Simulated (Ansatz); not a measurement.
Computed energy over volume and axial ratio: CsI (CsCl type)

CsI (CsCl type)

```
CELL_PARAMETERS angstrom
      4.66692     0.00000     0.00000
      0.00000     4.66692     0.00000
      0.00000     0.00000     4.66692
ATOMIC_POSITIONS crystal
  Cs 0.00000 0.00000 0.00000
  I  0.50000 0.50000 0.50000
```

Grid over V/V₀ and (c/a)/(c/a)₀, subscript 0 meaning the relaxed cell; the conventional c axis lies along z; no internal relaxation.

These are PBE (plane waves to 420 eV, PAW, scalar-relativistic; Ansatz, a quantum-chemistry and plane-wave program) values and carry that method's errors. k mesh 7×7×7 (Γ-centred), Fermi-Dirac smearing 0.05 eV. E stands for the smeared free energy. CsI was relaxed with its symmetry unable to fall. Spin-orbit coupling is left out, though I is heavy. The zero of ΔE is the relaxed starting cell.

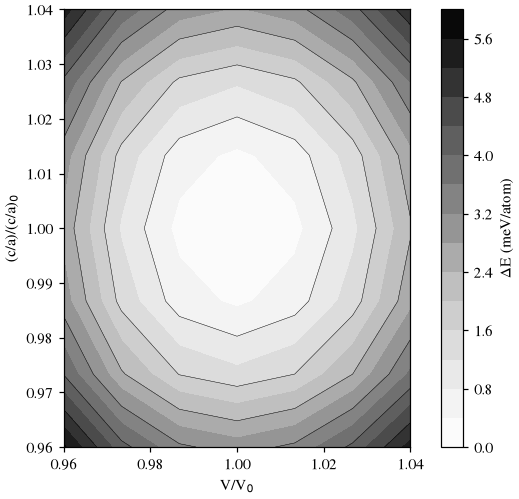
Figure: ΔE (meV/atom) over the 7×7 grid of computed points.

The shear modulus C′ = (C11 − C12)/2 (fit, atoms clamped) is 8.5 GPa. Highest place on the grid: V/V₀ = 0.960, (c/a)/(c/a)₀ = 0.960 (5.7 meV/atom). Lowest place on the grid: V/V₀ = 1.000, (c/a)/(c/a)₀ = 1.000 (0.0 meV/atom).

Near the relaxed cell σzz − σxx = −2Cδ (compression positive), C being this modulus and δ the logarithm of the ratio.

(A scan under strain: stresses follow from slopes of the energy per volume, elastic moduli from its curvatures.)
